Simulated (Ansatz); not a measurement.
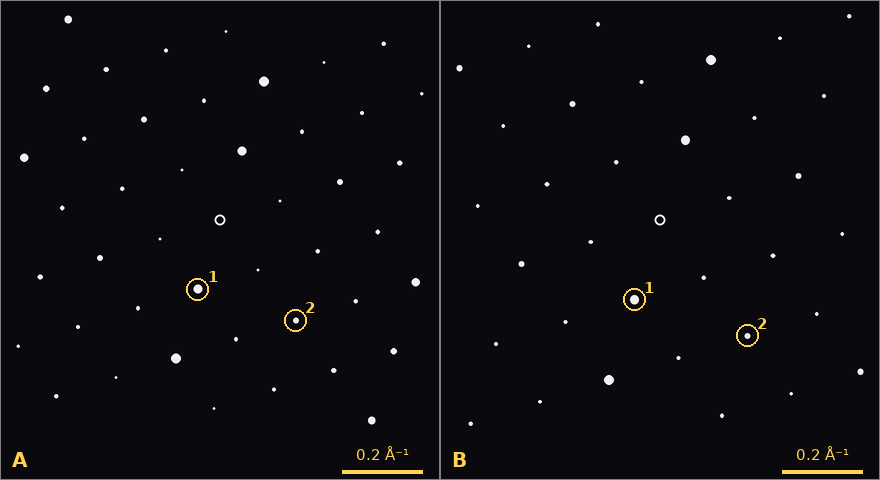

Kinematic electron diffraction patterns (300 kV, B = 0.5 Å², same scale) along [001] of the run's own cell, for the start and the end of one relaxation of Ga6PbSe with Ansatz 0.2.0, DFT, PAW plane waves, r2scan. k mesh 6×6×6. The start is a generated model structure, and the relaxation ends in the nearest stationary point of its symmetry, not necessarily the ground state. Spot 1 is -1 -1 0 and spot 2 is 0 -2 0 in both.

Start structure:

```
Ga Se Pb
1.0
     0.00000    4.74052    4.74052
     4.74052    0.00000    4.74052
     4.74052    4.74052    0.00000
Ga Se Pb
6 1 1
Direct
  0.75000 0.25000 0.25000
  0.25000 0.75000 0.25000
  0.25000 0.75000 0.75000
  0.75000 0.25000 0.75000
  0.25000 0.25000 0.75000
  0.75000 0.75000 0.25000
  0.50000 0.50000 0.50000
  0.00000 0.00000 0.00000
```

### Which pattern belongs to the start structure, and which to the relaxed one?

B is the start: its cell gives d(1) = 4.741 Å, d(2) = 2.737 Å and an angle of 54.7°. A is the relaxed structure, with d(1) = 5.476 Å (+15.5 %), d(2) = 3.161 Å (+15.5 %) and 54.7°.

### Summarise the relaxation behind the change.

The volume changed by +54.1 % to 41.05 Å³ an atom; with the mean shift removed, the atoms moved by up to 0.17 Å relative to the cell (Ga most); the space group stayed Fm-3m (No. 225); the free energy fell by 660 meV an atom. Relaxed cell: a = 7.744 Å, b = 7.744 Å, c = 7.744 Å, α = 60.00°, β = 60.00°, γ = 60.00°.
